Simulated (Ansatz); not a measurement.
Calculation: PBE (plane waves to 420 eV, PAW; Ansatz, a first-principles code).

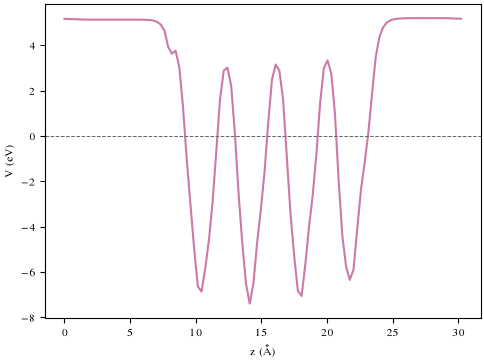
Figure: Electrostatic potential energy of an electron, averaged over planes parallel to the surface, in eV from the Fermi level, for the (111)B surface of zinc-blende InSb (in the relaxation like top atoms buckled by 1.1 Å), Sb-terminated, ideal Sb-terminated 1x1 (bottom of the slab: 3 H on 4 bottom sites)

Model: 35-atom slab, 14.2 Å thick at the start with caps and adatoms, 3x3x1 mesh, Fermi-Dirac 0.025 eV, dipole correction, 8 atoms held, the rest relaxed; start symmetry kept, larger cells not searched; spin-polarised, no spin-orbit, no U. The slab shows no gap over 0.04 eV on its mesh. The starting moment vanished. It is one candidate, not shown to be the stable structure of the face.

The vacuum level lies 5.20 eV above the Fermi level over the top face and 5.13 eV above it under the bottom face.
